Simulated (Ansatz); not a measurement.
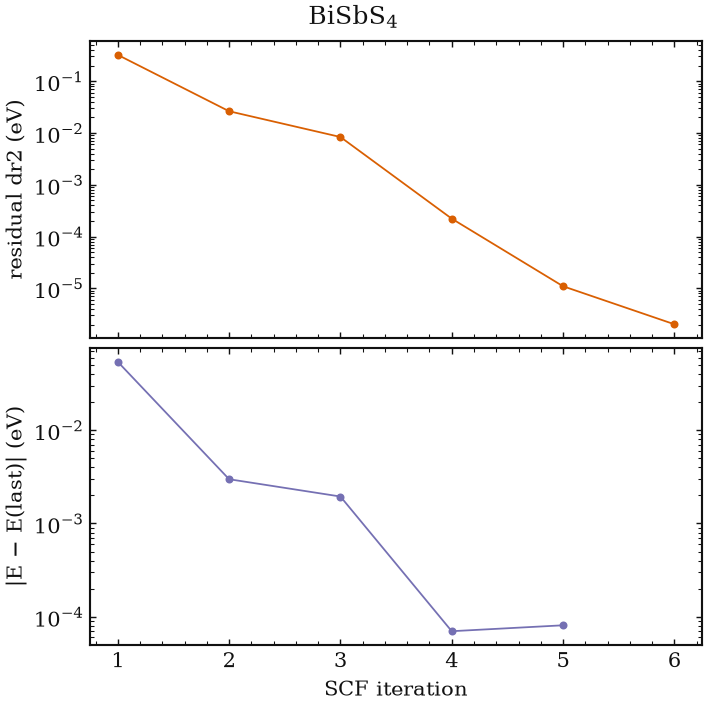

The plot shows the SCF iterations of a calculation: density residual dr2, distance of the Harris–Foulkes energy from its last value. The starting density is a sum of atomic densities corrected by a trained network.

BiSbS$_{4}$ (6 atoms in the cell), run with Ansatz.

```
crystal:
  lattice:
    - [5.7080763334, 0.0, 0.0]
    - [-2.8540381667, 4.9433391115, 0.0]
    - [0.0, 0.0, 5.7554400576]
  atoms:
    - { symbol: Sb, position: [0.0, 0.0, 0.5] }
    - { symbol: Bi, position: [0.0, 0.0, 0.0] }
    - { symbol: S, position: [0.3333333333, 0.6666666667, 0.3286831717] }
    - { symbol: S, position: [0.6666666667, 0.3333333333, 0.3286831717] }
    - { symbol: S, position: [0.6666666667, 0.3333333333, 0.6713168283] }
    - { symbol: S, position: [0.3333333333, 0.6666666667, 0.6713168283] }
  symmetry: { detect: false }
basis:
  ecutwfc: 420
kpoints:
  mp_grid: { grid: [6, 6, 8], shift: [0.5, 0.5, 0.5] }
hamiltonian:
  xc: pbe
scf:
  occupations: { method: gaussian, width: 0.1 }
output:
  forces: true
  eigenvalues: true
  stress: true
```

Run as:
```bash
ansatz run input.yaml --threads 1 --pin off --max-ram 2560MiB --backend cpu --events-out ev --progress --plain --runs-dir out
```

> Was self-consistency reached?

It did not finish: the time limit cut it off after 6 iterations. The residual is still falling at the last step (down to 2 × 10⁻⁶).

> What is the residual at the start and at the end?

It starts near 0.3 and ends near 2 × 10⁻⁶ eV.
